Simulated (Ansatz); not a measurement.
# B3LYP/6-31G(d) (spherical functions) run of C2H7NSi (SMILES C=C[SiH2]N)

What is the vertical ionisation energy of C2H7NSi at B3LYP/6-31G* (spherical functions)? 

The calculation is run with Ansatz 0.2.0.

62 further runs of the same task are left out: 62 set aside as unsound or not needed.

### Step 1. The system as given

The species is C2H7NSi (11 atoms), meant as a singlet with charge 0. SMILES: `C=C[SiH2]N`. The coordinates come from a PBE0-D4/def2-TZVP relaxation. This is one conformer, not always the lowest.

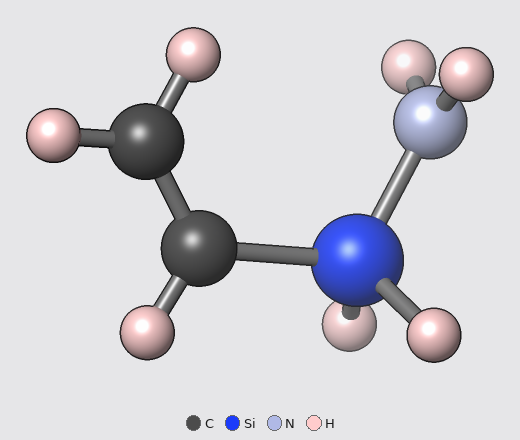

The structure, seen from a chosen angle (carbon dark grey, silicon blue, nitrogen light blue, hydrogen pink).

### Step 2. A single-point energy at B3LYP/6-31G(d) (spherical functions)

The input, in.yaml:

```yaml
crystal:
  periodic: [false, false, false]
  atoms:
    - symbol: C
      position_ang: [-0.676100, 1.337000, -0.945000]
    - symbol: C
      position_ang: [0.089300, 1.208600, 0.135100]
    - symbol: Si
      position_ang: [0.596500, -0.444500, 0.832600]
    - symbol: "N"
      position_ang: [0.002900, -1.803700, -0.028600]
    - symbol: H
      position_ang: [-0.967100, 2.304600, -1.344700]
    - symbol: H
      position_ang: [-1.046800, 0.465600, -1.479100]
    - symbol: H
      position_ang: [0.433000, 2.116700, 0.631600]
    - symbol: H
      position_ang: [0.099500, -0.536600, 2.232600]
    - symbol: H
      position_ang: [2.083200, -0.516700, 0.836000]
    - symbol: H
      position_ang: [0.404900, -2.086000, -0.906300]
    - symbol: H
      position_ang: [-0.953800, -2.102100, 0.056300]
basis:
  gaussian: {orbitals: 6-31G_st_-spherical.json}
hamiltonian: {xc: {name: B3LYP}}
accuracy: high
output: {orbitals: {seedname: orbitals}}
```

The basis set 6-31G* is read from a file made from the Basis Set Exchange's data (not shown).

The run is started by

```sh
$ ansatz run in.yaml --threads 1 --pin off --max-ram 3480MiB --events-out events.jsonl --progress --plain --runs-dir runs
```

Output:

```text
Warning: RAYON_NUM_THREADS=1 ignored (pool sized by the plan → 1); use --threads N
Functional definition: B3LYP
  name "B3LYP"
  parameter a0 = 0.2
  parameter ax = 0.72
  parameter ac = 0.81
  exchange = (1 - a0 - ax)*slater_x + ax*b88_x + a0*exact_x
  correlation = (1 - ac)*vwn_rpa_c + ac*lyp_c
1795 factors; integrals over basis functions are off by at most 3.9e-9 eV
mean field evaluation 1: about -11546.3841 eV, gradient 6.4e1 eV
mean field evaluation 2: about -11538.7478 eV, gradient 8.4e1 eV
mean field evaluation 4: about -11555.3418 eV, gradient 3.9e0 eV
mean field evaluation 8: about -11555.5917 eV, gradient 4.8e-1 eV
mean field evaluation 16: about -11555.5923 eV, gradient 1.4e-5 eV
mean field -11555.59234887 eV, -424.6601861590 hartree, gradient 4.5e-8 eV, S^2 0.000000; 0 other end points of the search recorded, 0 dependent functions left out
reference -11555.59238983 eV, -424.6601876643 hartree; 20, 20 occupied and 54, 54 virtual orbitals, 1795 factors
Total energy: -11555.59238983 eV, -424.6601876643 hartree
```

It took 6.3 s on 1 thread of Arm Neoverse V2, shared host; peak memory 0.24 GiB.

### Step 3. The doublet cation, same level

The input, in.yaml:

```yaml
crystal:
  periodic: [false, false, false]
  atoms:
    - {symbol: C, position_ang: [-0.676100, 1.337000, -0.945000]}
    - {symbol: C, position_ang: [0.089300, 1.208600, 0.135100]}
    - {symbol: Si, position_ang: [0.596500, -0.444500, 0.832600]}
    - {symbol: N, position_ang: [0.002900, -1.803700, -0.028600]}
    - {symbol: H, position_ang: [-0.967100, 2.304600, -1.344700]}
    - {symbol: H, position_ang: [-1.046800, 0.465600, -1.479100]}
    - {symbol: H, position_ang: [0.433000, 2.116700, 0.631600]}
    - {symbol: H, position_ang: [0.099500, -0.536600, 2.232600]}
    - {symbol: H, position_ang: [2.083200, -0.516700, 0.836000]}
    - {symbol: H, position_ang: [0.404900, -2.086000, -0.906300]}
    - {symbol: H, position_ang: [-0.953800, -2.102100, 0.056300]}
basis:
  gaussian:
    orbitals: 6-31G_st_-spherical.json
total_charge: 1
magnetization:
  spin_polarized: true
  initial_magnetization: 1
hamiltonian:
  xc: {name: B3LYP}
accuracy: high
output: {orbitals: {seedname: orbitals}}
```

The basis set 6-31G* is read from a file made from the Basis Set Exchange's data (not shown).

The run is started by

```sh
$ ansatz run in.yaml --threads 1 --pin off --max-ram 3480MiB --events-out events.jsonl --progress --plain --runs-dir runs
```

Output, cut to the lines that bear on the results:

```text
Warning: RAYON_NUM_THREADS=1 ignored (pool sized by the plan → 1); use --threads N
[... 7 set-up lines as earlier in the session ...]
1795 factors; integrals over basis functions are off by at most 3.9e-9 eV
mean field evaluation 1: about -11527.5282 eV, gradient 6.2e1 eV
mean field evaluation 2: about -11493.5579 eV, gradient 9.5e1 eV
mean field evaluation 4: about -11542.0426 eV, gradient 2.7e1 eV
mean field evaluation 8: about -11546.0952 eV, gradient 1.3e0 eV
mean field evaluation 16: about -11546.3511 eV, gradient 4.1e-1 eV
mean field evaluation 32: about -11546.3492 eV, gradient 2.8e-1 eV
mean field -11546.35230425 eV, -424.3206207824 hartree, gradient 2.0e-8 eV, S^2 0.757616; 3 other end points of the search recorded, 0 dependent functions left out
reference -11546.35234253 eV, -424.3206221892 hartree; 20, 19 occupied and 54, 55 virtual orbitals, 1795 factors
Total energy: -11546.35234253 eV, -424.3206221892 hartree
```

Run time: 23 s. Hardware: 1 thread of Arm Neoverse V2, shared host; peak memory 0.35 GiB.

### Step 4. Outcome

At B3LYP/6-31G* (spherical functions):

```
                                          quantity          value
                     singlet C2H7NSi: total energy  -424.66019 Eh
                      singlet C2H7NSi: HOMO energy       -6.75 eV
                      singlet C2H7NSi: LUMO energy        0.13 eV
                    singlet C2H7NSi: HOMO–LUMO gap        6.88 eV
                      doublet cation: total energy  -424.32062 Eh
doublet cation: HOMO energy (highest over α and β)      -12.80 eV
 doublet cation: LUMO energy (lowest over α and β)      -11.59 eV
                              doublet cation: ⟨S²⟩          0.758
vertical ionisation energy (to the doublet cation)       9.240 eV
```

Removing an electron at fixed nuclei costs 9.24 eV (213 kcal/mol). The negative HOMO energy of the first species, 6.75 eV, lies 2.49 eV below that difference.
